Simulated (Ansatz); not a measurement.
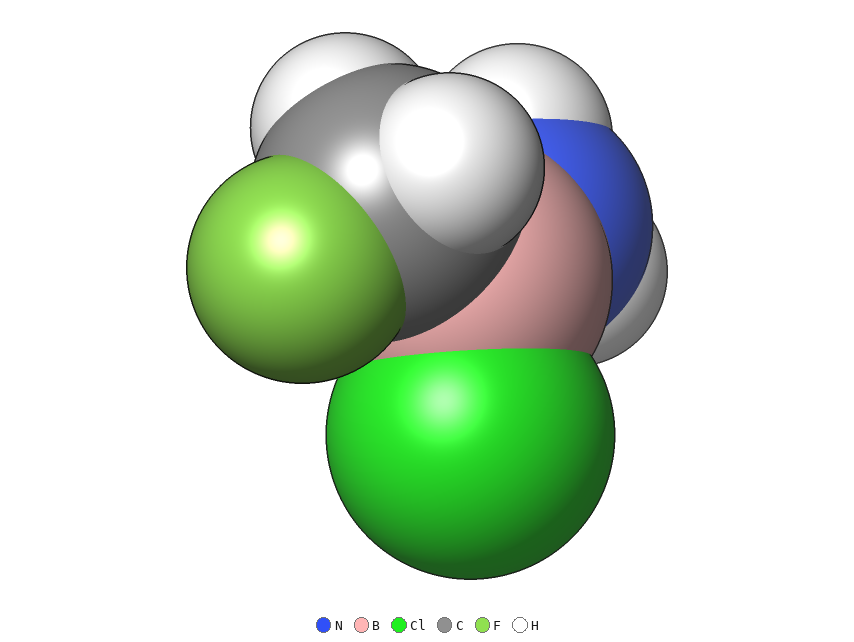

The computed structure is the end point of a PBE0-D4/def2-TZVP optimisation.

Give the structural formula.

SMILES: NB(Cl)CF

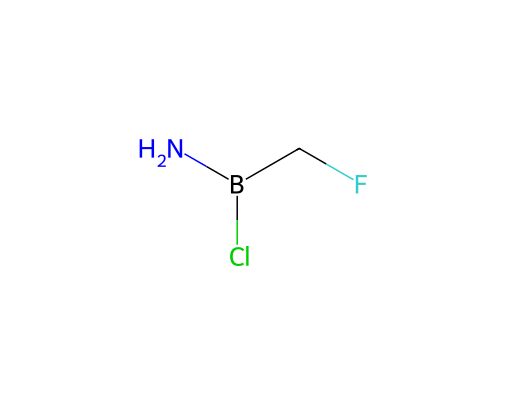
